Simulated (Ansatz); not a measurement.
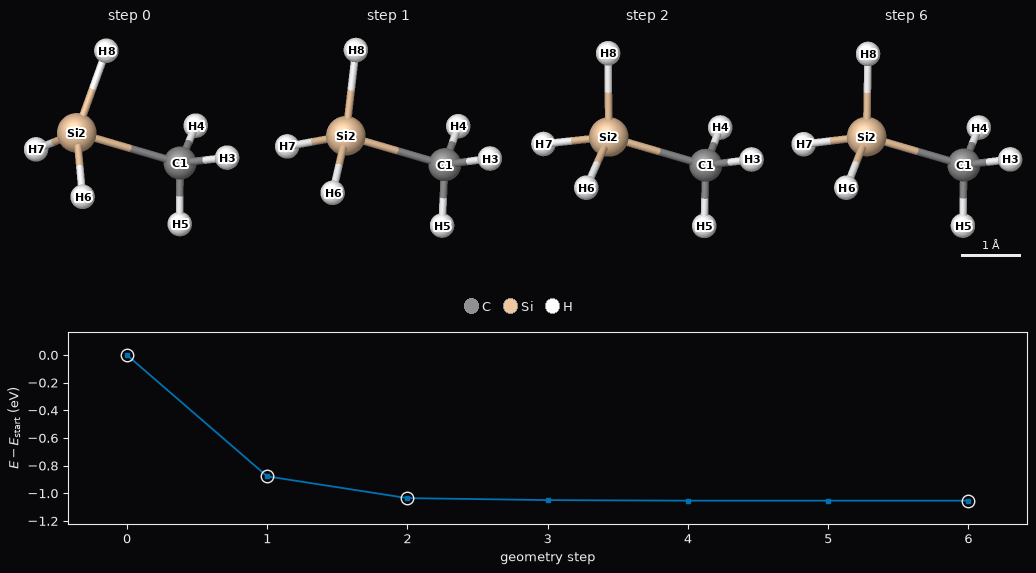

Frames of a relaxation of CH$_{6}$Si, marked on the history of the run. The picture is a ball-and-stick view, seen from a free direction.

Computed with RKS PBE0-D4/def2-TZVP (Ansatz 0.2.0). (force threshold 0.005 eV/Å; at most 200 steps)

What happens along the run?

The largest moves after the best rigid fit, 0.28 Å, are those of H6, H7 and H8. By element the largest moves are H 0.28 Å, Si 0.25 Å, C 0.13 Å. Among the contacts that change: C1–Si2 1.990 → 1.871 Å, Si2–H6 1.521 → 1.488 Å, C1–H3 1.100 → 1.092 Å. Bond angles that change, for instance: C1–Si2–H6 91.3° → 110.7°, H6–Si2–H7 120.0° → 108.2°. The energy falls by 1.053 eV in 6 geometry steps. Largest force component: 3.9 eV/Å at the start, under 0.0001 eV/Å at the end. From step 0 to 1: Si2 moves most (0.19 Å), energy −0.877 eV. From step 1 to 2: H atoms move most (0.13 Å), energy −0.158 eV. From step 2 to 6: Si and H atoms move most (0.02 Å), energy −0.018 eV.
